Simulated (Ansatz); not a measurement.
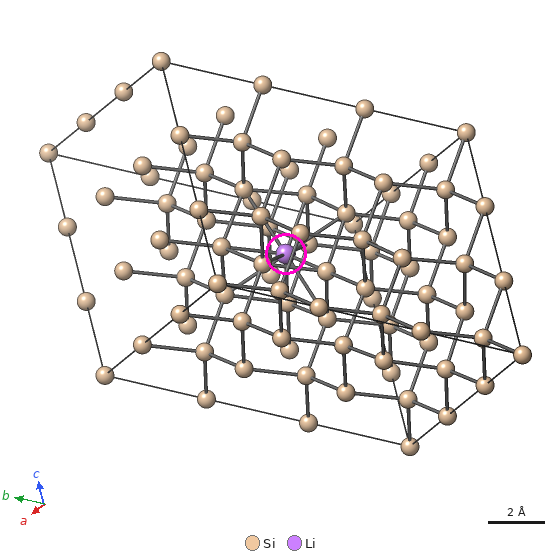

A ball-and-stick rendering, viewed from a general direction. Thin lines show the supercell, with boundary atoms drawn in all their periodic places. The host is Si, in a cell of 54 sites, and the cell carries a charge of +1. A ring marks the defect's site.

### Name the defect and give its surroundings.

An interstitial lithium atom. It is bonded to ten Si at about 2.4 to 2.8 Å.

The atoms were relaxed in the host's cell with Ansatz, DFT PBE, scalar-relativistic, plane waves, PAW.
